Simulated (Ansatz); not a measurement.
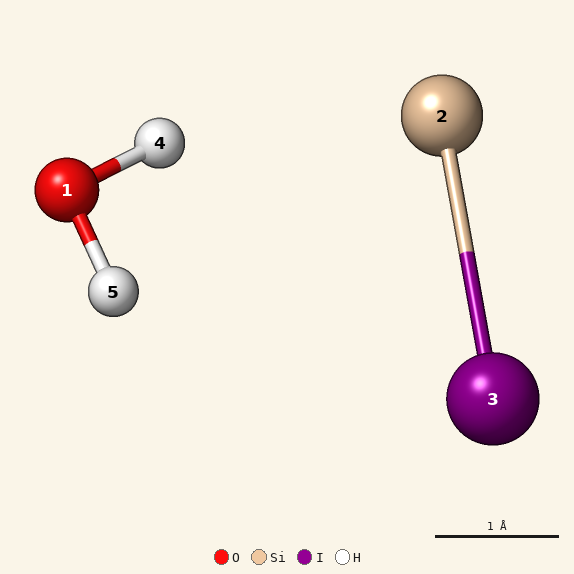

The atoms are numbered. State: charge −1, singlet. The geometry was computed by an optimisation with PBE0-D4/def2-TZVPD. No frequency run is at hand to confirm it as a minimum.

What is the geometry at O1?

O1 has 2 neighbours (H4 at 0.99, H5 at 0.96 Å); the arrangement is bent.

Which bond is the longest?

Si2–I3, 2.594 Å.
